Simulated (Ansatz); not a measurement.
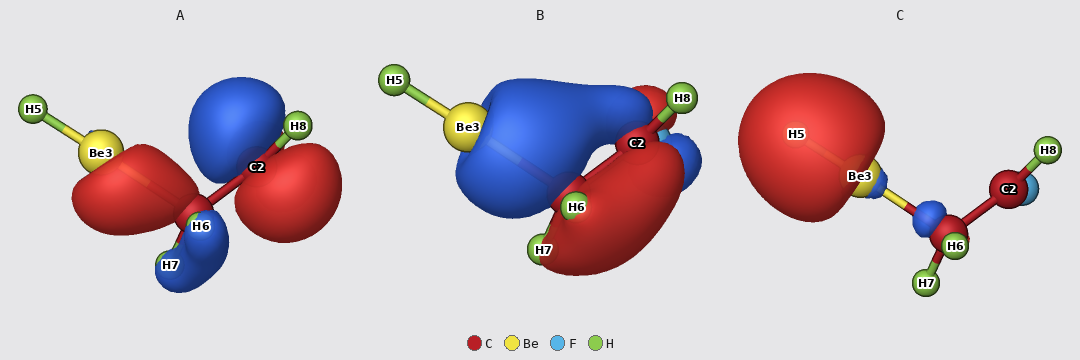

C2H4BeF (SMILES [BeH][CH2][CH+]F) (charge +1). Three frontier orbitals at ±0.15 Å⁻³ᐟ² (red and blue are the two phases), in no order.

Geometry: B3LYP-D3(BJ)/def2-SVP.

Method: isolated molecule in a Gaussian basis; Kohn-Sham density functional theory, functional PBE0 (Ansatz).

Input file:

```
crystal:
  periodic: [false, false, false]
  atoms:
    - {symbol: C, position_ang: [-0.592125, 2.595930, -1.510031]}
    - {symbol: C, position_ang: [-0.437146, 3.394155, -0.391806]}
    - {symbol: Be, position_ang: [-0.602993, 0.867711, -1.022317]}
    - {symbol: F, position_ang: [-1.441290, 3.852234, 0.249043]}
    - {symbol: H, position_ang: [-0.602301, -0.400587, -0.696261]}
    - {symbol: H, position_ang: [0.298901, 2.541439, -2.161680]}
    - {symbol: H, position_ang: [-1.575754, 2.644155, -2.013070]}
    - {symbol: H, position_ang: [0.533738, 3.667563, 0.052047]}
basis:
  gaussian:
    orbitals: def2-TZVPD
total_charge: 1
hamiltonian:
  xc: {name: PBE0}
output:
  forces: true
  orbitals: {seedname: orbitals}
```

Run with:

```sh
ansatz run input.yaml --threads 1 --pin off --max-ram 2610MiB --events-out events.jsonl --progress --plain --runs-dir runs
```

Order the three orbitals by energy and name them.

B is the HOMO−1 (−16.40 eV). Its weight (Hirshfeld) is mainly on C1 (about 45 %), Be3 (about 15 %), C2 (about 15 %) and F4 (about 15 %). C is the HOMO (−14.34 eV). It lies mainly on H5 (about 55 %) and Be3 (about 40 %). A is the LUMO (−8.66 eV). By Hirshfeld shares it lies mainly on C2 (about 45 %), C1 (about 15 %), F4 (about 10 %) and Be3 (about 10 %).

What is the HOMO–LUMO gap?

5.68 eV between the orbital energies.
